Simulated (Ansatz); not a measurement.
Tl (hcp, Mg type)

```yaml
crystal:
  lattice:
    - [7.21657, 0.00000, 0.00000]
    - [-1.80414, 3.12487, 0.00000]
    - [0.00000, 0.00000, 5.57421]
  atoms:
    - { symbol: Tl, position: [0.16667, 0.66667, 0.75000] }
    - { symbol: Tl, position: [0.66667, 0.66667, 0.75000] }
    - { symbol: Tl, position: [0.33333, 0.33333, 0.25000] }
    - { symbol: Tl, position: [0.83333, 0.33333, 0.25000] }
```

The atoms are displaced by Q × the pattern below (from a DFPT mode at M = (0.5, 0.0, 0.0), largest move 1; Q in Å), at fixed cell. (q is in reciprocal vectors of the primitive cell; the cell shown is doubled to hold the pattern.)

```tsv
atom	x	y	z
Tl1	-0.500	0.866	0.000
Tl2	0.500	-0.866	0.000
Tl3	-0.500	0.866	0.000
Tl4	0.500	-0.866	0.000
```

All values below come from PBE (plane waves to 420 eV, PAW, scalar-relativistic; Ansatz, a first-principles code). k mesh 15×15×9 (Γ-centred), Fermi-Dirac smearing 0.05 eV. E stands for the smeared free energy. With partly filled bands, energies and forces of such displacements shift with the k mesh and the smearing. Spin-orbit coupling is left out, though Tl is heavy. The relaxed volume of Tl is well above the measured one; the method has no dispersion term. Tl was relaxed with its symmetry unable to fall. The zero of ΔE is the undisplaced structure.

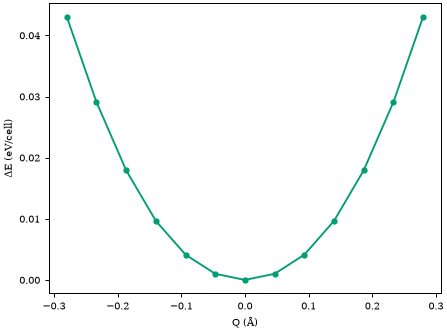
Figure. ΔE (eV/cell) against Q (Å); markers are the computed points, lines only join them.

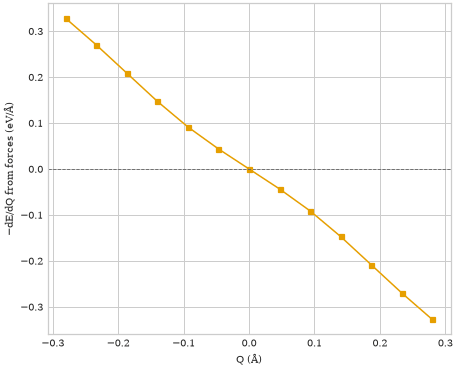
Figure. −dE/dQ from forces (eV/Å) against Q (Å); one marker a computed point.

The energy at Q = 0.280 Å is 43.1 meV/cell. Symmetry of the curve: even: the same for both signs. Harmonic wavenumber from the curvature (finite differences): 17 cm⁻¹. Shape of the curve: a single well with its minimum at or next to zero displacement. Space group of the distorted cell: Pnma (No. 62), lowered from P6_3/mmc.

E″ = 0.92 eV/Å², M = Σ mᵢ|uᵢ|² = 817.5 u, ν̃ = 521.5·√(|E″|/M).

(A displaced cell: forces are minus the slopes of the energy, force constants its curvatures, and phonons follow from these.)
